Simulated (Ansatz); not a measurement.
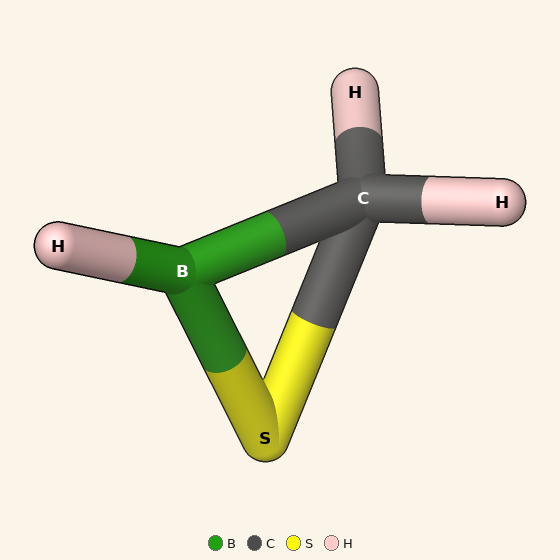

A stick model of a molecule.

The computed structure is the end point of a PBE0-D4/def2-TZVP optimisation. No frequency run is at hand to confirm it as a minimum.

Description:

The molecule is CH₃BS. This geometry has Cs symmetry.

The parts below concern this one geometry. Atoms keep their numbers from picture to picture.

Shape

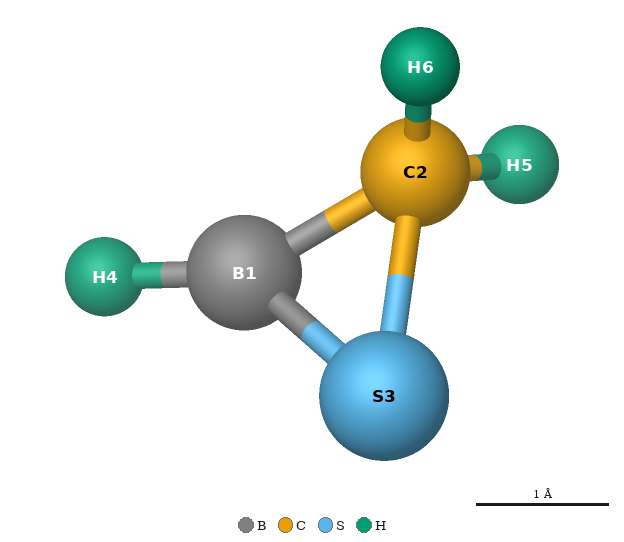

Numbered structure. No frequency run is at hand to confirm it as a minimum.

What are the angles C2–B1–S3, C2–B1–H4, S3–B1–H4, B1–C2–S3, B1–C2–H5, S3–C2–H5, H5–C2–H6, B1–S3–C2?

```
   angle  degrees
C2–B1–S3     69.1
C2–B1–H4    148.6
S3–B1–H4    142.3
B1–C2–S3     60.7
B1–C2–H5    121.2
S3–C2–H5    114.2
H5–C2–H6    113.5
B1–S3–C2     50.2
```

Charges

The questions are on Mulliken charges. No frequency run is at hand to confirm it as a minimum. Level of theory: RKS PBE0-D4/def2-TZVP (Ansatz 0.2.0).

Question: Which atom carries the highest charge (most positive or least negative)?

Answer: H5, H6 (0.15 e).

Question: And the lowest?

Answer: C2 (−0.29 e).

List the Mulliken charges.

```json
{"atom": "B1", "value (e)": "0.05"}
{"atom": "C2", "value (e)": "−0.29"}
{"atom": "S3", "value (e)": "−0.11"}
{"atom": "H4", "value (e)": "0.06"}
{"atom": "H5", "value (e)": "0.15"}
{"atom": "H6", "value (e)": "0.15"}
```

Electronic properties

No frequency run is at hand to confirm it as a minimum. Method: RKS PBE0-D4/def2-TZVPP (Ansatz 0.2.0).

Question: What is the LUMO energy (Kohn–Sham orbital)?

Answer: −1.23 eV.

Question: What is the HOMO energy (Kohn–Sham orbital)?

Answer: −7.66 eV.

Dipole moment

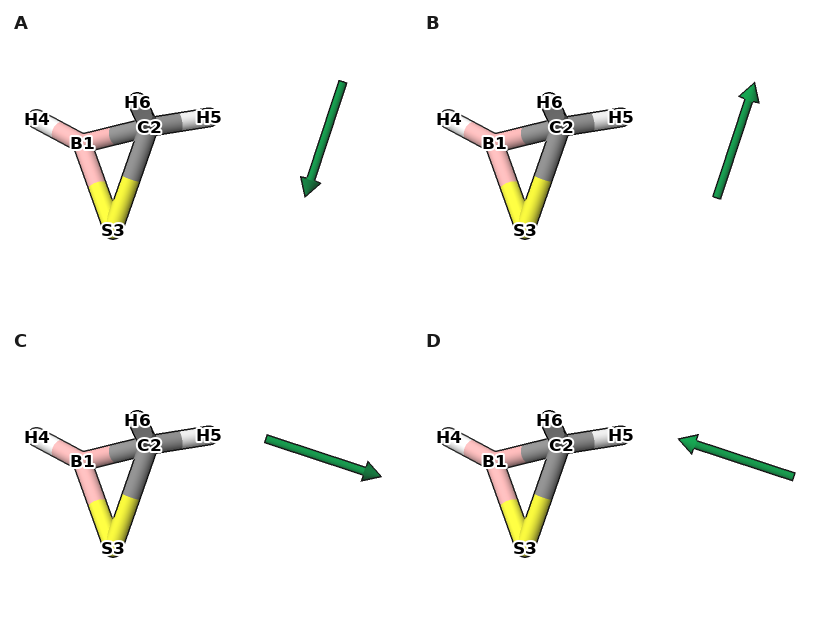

The same molecule four times, each with an arrow. No frequency run is at hand to confirm it as a minimum. Level of theory: RKS PBE0-D4/def2-TZVP (Ansatz 0.2.0).

Question: Which arrow points along the dipole moment, from the negative to the positive end?

Answer: B. The dipole moment is 1.04 D; it points from the side of S3 to the side of H5, H6 (the outermost atoms at the two ends).

Mulliken values depend strongly on the basis set and can even reverse the polarity of a bond.
